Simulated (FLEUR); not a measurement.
# Magnetic state of LuFeC2 from several starts, part 2 of 3

Wanted: the moments of LuFeC2 and the energy of each order that was tried.

FLEUR MaX-R8.1; PBEsol; all-electron FLAPW, Dirac cores, scalar-relativistic bands.

So far. Step 2 (Order 1, typed as ferro +): After 38 cycles the largest moment stands at 0.968 μB.

### 4. Order 3, typed as antiferro q=(0,0,1/2) +-

An opposed order shows whether neighbours prefer unlike signs.

The cell is doubled to 8 atoms to hold this order. The mesh is halved along the doubled vector, so that both cells sample the same points. The k list default-1 (kpts.xml, not shown) is a Γ-centred 8×8×4 mesh.

Contents of inp.xml:

```
<?xml version="1.0" encoding="UTF-8" standalone="no"?>
<fleurInput fleurInputVersion="0.39">
   <comment>
      LuFeC2
   </comment>
   <calculationSetup>
      <cutoffs Kmax="4.4" Gmax="13.2" GmaxXC="13.2" numbands="0"/>
      <scfLoop itmax="90" minDistance="0.00002" maxIterBroyd="15" imix="Anderson" alpha="0.05" precondParam="0.0" spinf="2.0" sdNocoIR="T"/>
      <coreElectrons ctail="T" frcor="F" kcrel="0" coretail_lmax="0"/>
      <xcFunctional name="PBEs" relativisticCorrections="F"/>
      <magnetism jspins="2"/>
      <soc l_soc="F" theta="0.0" phi="0.0" spav="F"/>
      <expertModes spex="0" secvar="F"/>
      <geometryOptimization l_f="F" forcealpha="1.0" forcemix="BFGS" epsdisp="0.00001" epsforce="0.00001"/>
      <ldaU l_linMix="F" mixParam="0.05" spinf="1.0"/>
   </calculationSetup>
   <cell>
      <bzIntegration valenceElectrons="98.0" mode="hist" fermiSmearingEnergy="0.00110248">
         <kPointListSelection listName="default-1"/>
         <xi:include xmlns:xi="http://www.w3.org/2001/XInclude" href="kpts.xml"> </xi:include>
      </bzIntegration>
      <xi:include xmlns:xi="http://www.w3.org/2001/XInclude" href="sym.xml"> </xi:include>
      <bulkLattice scale="1.0">
         <bravaisMatrix>
            <row-1>    6.5262648292425274     0.0000000000000000     0.0000000000000000</row-1>
            <row-2>    0.0000000000000000     4.2495460851989328     5.5867568633857880</row-2>
            <row-3>    0.0000000000000000    -8.4990921703978657    11.1735137267715761</row-3>
         </bravaisMatrix>
      </bulkLattice>
   </cell>
   <atomSpecies>
      <species name="Lutetium (Lu)" element="Lu" atomicNumber="71">
         <mtSphere radius="2.8" gridPoints="925" logIncrement="0.014"/>
         <atomicCutoffs lmax="10" lnonsphr="8"/>
         <electronConfig flipSpins="F">
            <coreConfig>(1s1/2) (2s1/2) (2p1/2) (2p3/2) (3s1/2) (3p1/2) (3p3/2) (4s1/2) (3d3/2) (3d5/2) (4p1/2) (4p3/2) (4d3/2) (4d5/2)</coreConfig>
            <valenceConfig>(5s1/2) (5p1/2) (5p3/2) (6s1/2) (4f5/2) (4f7/2) (5d3/2) (5d5/2)</valenceConfig>
            <stateOccupation state="(5d3/2)" spinUp="0.200000" spinDown="0.200000"/>
            <stateOccupation state="(5d5/2)" spinUp="0.300000" spinDown="0.300000"/>
         </electronConfig>
         <energyParameters s="6" p="6" d="5" f="4"/>
         <lo type="SCLO" l="0" n="5" eDeriv="0"/>
         <lo type="SCLO" l="1" n="5" eDeriv="0"/>
      </species>
      <species name="Iron (Fe) 2.801" element="Fe" atomicNumber="26">
         <mtSphere radius="2.23" gridPoints="737" logIncrement="0.016"/>
         <atomicCutoffs lmax="8" lnonsphr="6"/>
         <electronConfig flipSpins="F">
            <coreConfig>(1s1/2) (2s1/2) (2p1/2) (2p3/2)</coreConfig>
            <valenceConfig>(3s1/2) (3p1/2) (3p3/2) (4s1/2) (3d3/2) (3d5/2)</valenceConfig>
            <stateOccupation state="(3d3/2)" spinUp="1.4005" spinDown="0.9995"/>
            <stateOccupation state="(3d5/2)" spinUp="3.0" spinDown="0.6"/>
         </electronConfig>
         <energyParameters s="4" p="4" d="3" f="4"/>
         <lo type="SCLO" l="0" n="3" eDeriv="0"/>
         <lo type="SCLO" l="1" n="3" eDeriv="0"/>
      </species>
      <species name="Iron (Fe) -2.801" element="Fe" atomicNumber="26">
         <mtSphere radius="2.23" gridPoints="737" logIncrement="0.016"/>
         <atomicCutoffs lmax="8" lnonsphr="6"/>
         <electronConfig flipSpins="F">
            <coreConfig>(1s1/2) (2s1/2) (2p1/2) (2p3/2)</coreConfig>
            <valenceConfig>(3s1/2) (3p1/2) (3p3/2) (4s1/2) (3d3/2) (3d5/2)</valenceConfig>
            <stateOccupation state="(3d3/2)" spinUp="0.9995" spinDown="1.4005"/>
            <stateOccupation state="(3d5/2)" spinUp="0.6" spinDown="3.0"/>
         </electronConfig>
         <energyParameters s="4" p="4" d="3" f="4"/>
         <lo type="SCLO" l="0" n="3" eDeriv="0"/>
         <lo type="SCLO" l="1" n="3" eDeriv="0"/>
      </species>
      <species name="Carbon (C)" element="C" atomicNumber="6">
         <mtSphere radius="1.3" gridPoints="431" logIncrement="0.024"/>
         <atomicCutoffs lmax="6" lnonsphr="4"/>
         <electronConfig flipSpins="F">
            <coreConfig>(1s1/2)</coreConfig>
            <valenceConfig>(2s1/2) (2p1/2) (2p3/2)</valenceConfig>
            <stateOccupation state="(2p1/2)" spinUp="0.333333" spinDown="0.333333"/>
            <stateOccupation state="(2p3/2)" spinUp="0.666667" spinDown="0.666667"/>
         </electronConfig>
         <energyParameters s="2" p="2" d="3" f="4"/>
      </species>
   </atomSpecies>
   <atomGroups>
      <atomGroup species="Lutetium (Lu)">
         <relPos label="                   1">.0000000000 -.0077542400 .4961228800</relPos>
         <force calculate="T" relaxXYZ="TTT"/>
      </atomGroup>
      <atomGroup species="Lutetium (Lu)">
         <relPos label="                   2">.0000000000 -.0077542400 -.0038771200</relPos>
         <force calculate="T" relaxXYZ="TTT"/>
      </atomGroup>
      <atomGroup species="Iron (Fe) 2.801">
         <relPos label="                   3">1.000/2.000 .3912907300 .1956453650</relPos>
         <force calculate="T" relaxXYZ="TTT"/>
      </atomGroup>
      <atomGroup species="Iron (Fe) -2.801">
         <relPos label="                   4">1.000/2.000 .3912907300 -.3043546350</relPos>
         <force calculate="T" relaxXYZ="TTT"/>
      </atomGroup>
      <atomGroup species="Carbon (C)">
         <relPos label="                   5">1.000/2.000 -.1427186000 .2720909700</relPos>
         <force calculate="T" relaxXYZ="TTT"/>
      </atomGroup>
      <atomGroup species="Carbon (C)">
         <relPos label="                   6">1.000/2.000 -.1427186000 -.2279090300</relPos>
         <force calculate="T" relaxXYZ="TTT"/>
      </atomGroup>
      <atomGroup species="Carbon (C)">
         <relPos label="                   7">1.000/2.000 -.4558180600 .4286407000</relPos>
         <force calculate="T" relaxXYZ="TTT"/>
      </atomGroup>
      <atomGroup species="Carbon (C)">
         <relPos label="                   8">1.000/2.000 -.4558180600 -.0713593000</relPos>
         <force calculate="T" relaxXYZ="TTT"/>
      </atomGroup>
   </atomGroups>
   <output dos="F" band="F" slice="F">
      <bandDOS minEnergy="-.5*Htr" maxEnergy="0.5*Htr" sigma="0.015" storeEVData="T"/>
      <plotting iplot="0" polar="F">
         <plot TwoD="T" vec1="  1.0  0.0  0.0" vec2="  0.0  1.0  0.0" vec3="  0.0  0.0  1.0" zero="  0.0  0.0  0.0" file="plot"/>
      </plotting>
      <moessbauerParams electricFieldGradient="F" isomerShift="F" coreHyperfine="F" valenceHyperfine="F"/>
   </output>
</fleurInput>
```

Contents of crystal.txt:

```
LuFeC2
&input film=F cartesian=F /
3.45355062000  0.00000000000  0.00000000000
0.00000000000  2.24876294500  2.95638441500
0.00000000000  -4.49752589000  5.91276883000
1.8897261246
1.0 1.0 1.0

8
71 0.00000000000  0.99224576000  0.49612288000
71 0.00000000000  0.99224576000  0.99612288000
26 0.50000000000  0.39129073000  0.19564536500 : 2.801
26 0.50000000000  0.39129073000  0.69564536500 : -2.801
6 0.50000000000  0.85728140000  0.27209097000
6 0.50000000000  0.85728140000  0.77209097000
6 0.50000000000  0.54418194000  0.42864070000
6 0.50000000000  0.54418194000  0.92864070000

&kpt div1=8 div2=8 div3=4 gamma=T /
```

Command:

```bash
> OMP_NUM_THREADS=1 inpgen -f crystal.txt > inpgen.log  # inp.xml is then edited as shown
> OMP_NUM_THREADS=1 mpirun -n 4 fleur_MPI > fleur.log
```

Log:

```text
[banner, memory and clock lines left out]
Welcome to FLEUR        (www.flapw.de)
      MaX-Release 8.1          (www.max-centre.eu)

 ========== k-point set info ==========
 Selected k-point list: default-1
 k-point list type: mesh
 0 x 0 x 0
 Number of k points: 92

 [... set-up left out ...]
 Iteration:     1   Distance:      22.99888532 me/bohr^3
 Iteration:     2   Distance:      19.09788587 me/bohr^3
 Iteration:     3   Distance:      14.01566397 me/bohr^3
 Iteration:     4   Distance:       9.69600743 me/bohr^3
 Iteration:     5   Distance:       9.16577933 me/bohr^3
[...]
<sumOfEigenvalues value="   -19336.0197662985">
               <coreElectrons value="-19311.3534380437"/>
               <valenceElectrons value="-24.6663282548"/>
            </sumOfEigenvalues>
         [... left out ...]
            <freeEnergy value="-31848.5369738990"/>
            <extrapolationTo0K value="-31848.5366732272"/>
         </totalEnergy>
         <densityConvergence units="me/bohr^3">
            <chargeDensity spin="1" distance="0.0000111343"/>
            <chargeDensity spin="2" distance="0.0000099174"/>
            <overallChargeDensity distance="0.0000134775"/>
            <spinDensity distance="0.0000162176"/>
         </densityConvergence>
      </iteration>
```

The job ended after 28 min (4 MPI ranks of Intel Xeon Platinum 8375C at 2.90GHz (Ice Lake), shared host; peak memory 1.2 GiB; 1.8 h of CPU time).

Spin moment in the muffin-tin sphere by atom:

| atom | spin moment in the muffin-tin sphere (μB) |
| --- | --- |
| Lu1 | 0.015 |
| Lu2 | -0.015 |
| Fe3 | 0.873 |
| Fe4 | -0.873 |
| C5 | 0.000 |
| C6 | 0.000 |
| C7 | 0.000 |
| C8 | 0.000 |

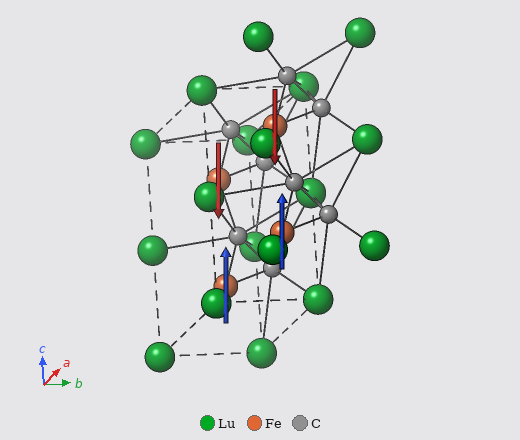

Spin moment in the muffin-tin sphere as arrows, the longest 0.873 μB. Up and down stand for the sign. Arrows give size and sign along the axis of quantisation, drawn up and down the page. The two directions have two colours. Bonds to atoms that aren't drawn are left out. 2×1×1 cells are drawn. Some periodic images of atoms are drawn too.

This step gave:

- free energy: -866642.8410 eV
- program's band gap on this mesh (in a metal only a level spacing): 0.002218 eV
- magnetization: 0 μB
- final state: antiferromagnetic

It lies 16.2 meV a seeded atom over the first start, and its largest moment is 0.873 μB against 0.968 μB.

### 5. Start 4: antiferro q=(1/2,0,1/2) +-

Another pattern of signs weighs the neighbour shells otherwise.

This order needs a doubled cell of 8 atoms. The mesh is halved along the doubled vector, so that both cells sample the same points. The k list default-1 (kpts.xml, not shown) is a Γ-centred 4×8×8 mesh.

Edit inp.xml of step 4 so:

```diff
@@ -24,5 +24,5 @@
          <bravaisMatrix>
-            <row-1>    6.5262648292425274     0.0000000000000000     0.0000000000000000</row-1>
+            <row-1>   13.0525296584850548     0.0000000000000000     0.0000000000000000</row-1>
             <row-2>    0.0000000000000000     4.2495460851989328     5.5867568633857880</row-2>
-            <row-3>    0.0000000000000000    -8.4990921703978657    11.1735137267715761</row-3>
+            <row-3>    6.5262648292425274    -4.2495460851989328     5.5867568633857880</row-3>
          </bravaisMatrix>
@@ -84,7 +84,4 @@
       <atomGroup species="Lutetium (Lu)">
-         <relPos label="                   1">.0000000000 -.0077542400 .4961228800</relPos>
-         <force calculate="T" relaxXYZ="TTT"/>
-      </atomGroup>
-      <atomGroup species="Lutetium (Lu)">
-         <relPos label="                   2">.0000000000 -.0077542400 -.0038771200</relPos>
+         <relPos label="                   1">-.4961228800 -.0077542400 -.0077542400</relPos>
+         <relPos label="                   2">.0038771200 -.0077542400 -.0077542400</relPos>
          <force calculate="T" relaxXYZ="TTT"/>
@@ -92,3 +89,3 @@
       <atomGroup species="Iron (Fe) 2.801">
-         <relPos label="                   3">1.000/2.000 .3912907300 .1956453650</relPos>
+         <relPos label="                   3">.0543546350 .3912907300 .3912907300</relPos>
          <force calculate="T" relaxXYZ="TTT"/>
@@ -96,3 +93,3 @@
       <atomGroup species="Iron (Fe) -2.801">
-         <relPos label="                   4">1.000/2.000 .3912907300 -.3043546350</relPos>
+         <relPos label="                   4">-.4456453650 .3912907300 .3912907300</relPos>
          <force calculate="T" relaxXYZ="TTT"/>
@@ -100,3 +97,3 @@
       <atomGroup species="Carbon (C)">
-         <relPos label="                   5">1.000/2.000 -.1427186000 .2720909700</relPos>
+         <relPos label="                   5">-.0220909700 -.1427186000 -.4558180600</relPos>
          <force calculate="T" relaxXYZ="TTT"/>
@@ -104,3 +101,3 @@
       <atomGroup species="Carbon (C)">
-         <relPos label="                   6">1.000/2.000 -.1427186000 -.2279090300</relPos>
+         <relPos label="                   6">.4779090300 -.1427186000 -.4558180600</relPos>
          <force calculate="T" relaxXYZ="TTT"/>
@@ -108,3 +105,3 @@
       <atomGroup species="Carbon (C)">
-         <relPos label="                   7">1.000/2.000 -.4558180600 .4286407000</relPos>
+         <relPos label="                   7">-.1786407000 -.4558180600 -.1427186000</relPos>
          <force calculate="T" relaxXYZ="TTT"/>
@@ -112,3 +109,3 @@
       <atomGroup species="Carbon (C)">
-         <relPos label="                   8">1.000/2.000 -.4558180600 -.0713593000</relPos>
+         <relPos label="                   8">.3213593000 -.4558180600 -.1427186000</relPos>
          <force calculate="T" relaxXYZ="TTT"/>
```

Contents of crystal.txt:

```
LuFeC2
&input film=F cartesian=F /
6.90710124000  0.00000000000  0.00000000000
0.00000000000  2.24876294500  2.95638441500
3.45355062000  -2.24876294500  2.95638441500
1.8897261246
1.0 1.0 1.0

8
71 0.50387712000  0.99224576000  0.99224576000
71 0.00387712000  0.99224576000  0.99224576000
26 0.05435463500  0.39129073000  0.39129073000 : 2.801
26 0.55435463500  0.39129073000  0.39129073000 : -2.801
6 0.97790903000  0.85728140000  0.54418194000
6 0.47790903000  0.85728140000  0.54418194000
6 0.82135930000  0.54418194000  0.85728140000
6 0.32135930000  0.54418194000  0.85728140000

&kpt div1=4 div2=8 div3=8 gamma=T /
```

Log:

```text
[banner, memory and clock lines left out]
Welcome to FLEUR        (www.flapw.de)
      MaX-Release 8.1          (www.max-centre.eu)

 ========== k-point set info ==========
 Selected k-point list: default-1
 k-point list type: mesh
 0 x 0 x 0
 Number of k points: 88

 [... set-up left out ...]
 Iteration:     1   Distance:      23.26467676 me/bohr^3
 Iteration:     2   Distance:      19.14789412 me/bohr^3
 Iteration:     3   Distance:      14.60799893 me/bohr^3
 Iteration:     4   Distance:      10.68827219 me/bohr^3
 Iteration:     5   Distance:       9.80522168 me/bohr^3
[...]
<sumOfEigenvalues value="   -19336.0481630998">
               <coreElectrons value="-19311.3940629299"/>
               <valenceElectrons value="-24.6541001699"/>
            </sumOfEigenvalues>
         [... left out ...]
            <freeEnergy value="-31848.5359384474"/>
            <extrapolationTo0K value="-31848.5356060093"/>
         </totalEnergy>
         <densityConvergence units="me/bohr^3">
            <chargeDensity spin="1" distance="0.0005348057"/>
            <chargeDensity spin="2" distance="0.0006379495"/>
            <overallChargeDensity distance="0.0006647887"/>
            <spinDensity distance="0.0009716221"/>
         </densityConvergence>
      </iteration>
```

It took 28 min on 4 MPI ranks; peak memory 1.4 GiB.

The run was cut off at its time limit.

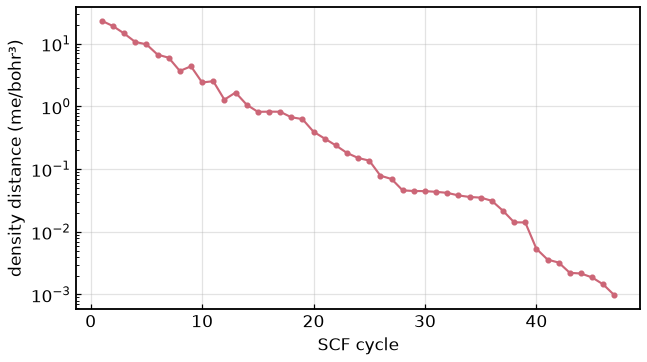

Distance of input and output densities by cycle.

After 47 cycles the density distance stands at 9.7e-4 me/bohr³, still falling.

(Part 2 of 3 ends here.)

[Logs and program files are shortened in this print: banners, set-up blocks, solver, clock and traceback lines can be left out without a mark of their own.]

[Logs are printed without paths, hosts, clocks, repeated set-up lines and the standing remarks that a program may print on its own settings, such as how far it seeks lower states.]

[Hosts, paths, dates, database ids (printed as entryN), source tags and the programs' standing remarks are cut or masked in the printed files.]

[Where a cell is said to come from a database of computed structures, the database is the Materials Project.]
